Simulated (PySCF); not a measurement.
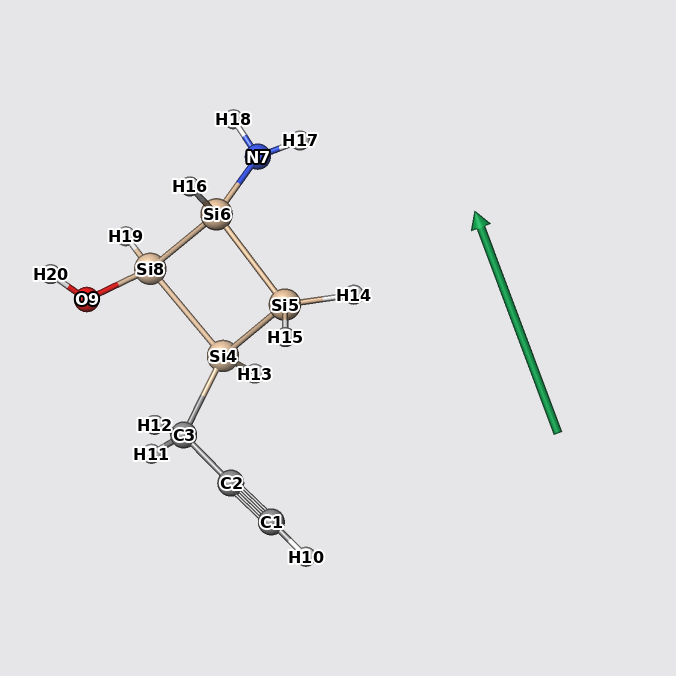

The arrow beside the molecule shows the direction of the dipole moment, from the negative to the positive end (its length means nothing). The computed structure is the end point of a GFN2-xTB optimisation. No frequency run is at hand to confirm it as a minimum. Level of theory: PBE0/pcSseg-1, gas phase (PySCF 2.14.0).

**How large is the dipole moment?**

3.14 D; it points from the side of H10 to the side of H18 (the outermost atoms at the two ends).

The geometry is semi-empirical. Around Si such bond lengths and angles can be off by a tenth of an ångström or more and by several degrees, and values that hang on the shape move with them.
